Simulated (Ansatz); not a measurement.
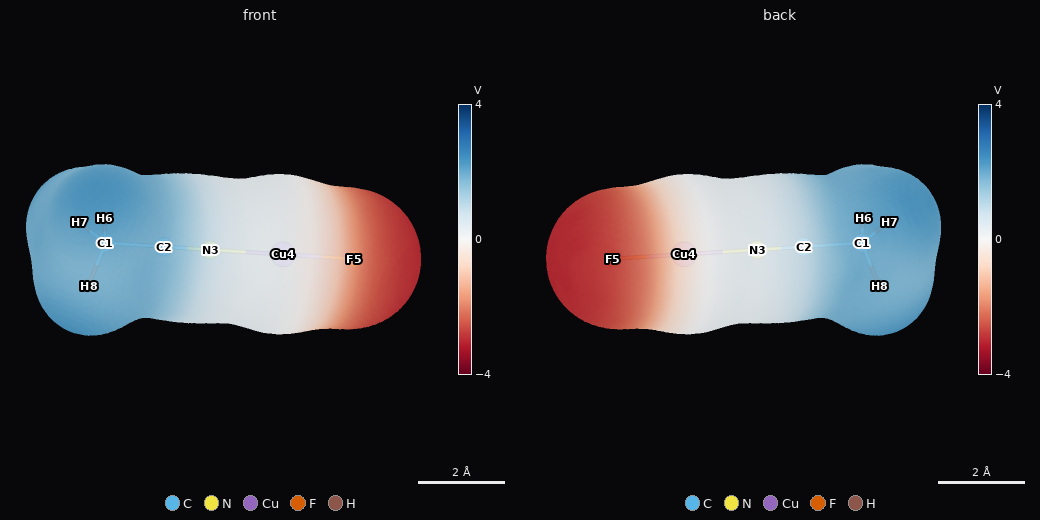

C₂H₃CuFN. The electrostatic potential painted on the density surface at 0.002 e/bohr³, seen from the front and from behind; red is negative and blue positive.

Geometry: PBE0-D4/def2-TZVP.

All numbers below come from Ansatz 0.2.0, RKS PBE0-D4/def2-TZVPP.

```xyz
8

C     0.6263   -1.1912    1.0118
C     0.0916   -0.1707    0.1433
N    -0.3340    0.6405   -0.5464
Cu   -1.0078    1.9179   -1.6295
F    -1.6665    3.1635   -2.6841
H     0.2259   -1.0668    2.0195
H     0.3502   -2.1785    0.6374
H     1.7144   -1.1146    1.0481
```

Where is the surface potential most negative and most positive?

Answer. The most negative region (about −3.0 V) lies over F5, the most positive (about +2.3 V) over H6, H7 and H8.
